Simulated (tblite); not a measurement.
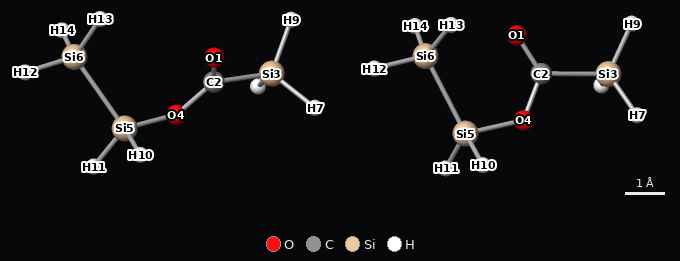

Two geometries of CH₈O₂Si₃, drawn at one scale. One is the start of a relaxation, the other its converged end. A ball-and-stick model, seen at a tilt.

The calculation used GFN2-xTB geometry optimisation, gas phase (tblite). 

Q: Which geometry has the lower energy?

A: The right one is the relaxed one. An O atom moves most after the best rigid fit: 1.55 Å. By element the largest moves are O 1.55 Å, H 0.60 Å, C 0.49 Å, Si 0.30 Å. Some distances before and after: O–Si 3.643 → 2.637 Å, C–O 1.356 → 1.315 Å, H–Si 1.499 → 1.462 Å, O–Si 1.667 → 1.695 Å. Among the angles between lasting bonds that change: Si–Si–H 108.7° → 120.4°, O–Si–H 110.0° → 98.7°, O–C–Si 116.3° → 125.2°. Groups turn about O–Si by about 55°, C–Si by about 55°. After 135 geometry steps the energy has fallen by 8.91 kcal/mol. The run took 0.76 s on 1 thread of Arm Neoverse V2 (shared host).
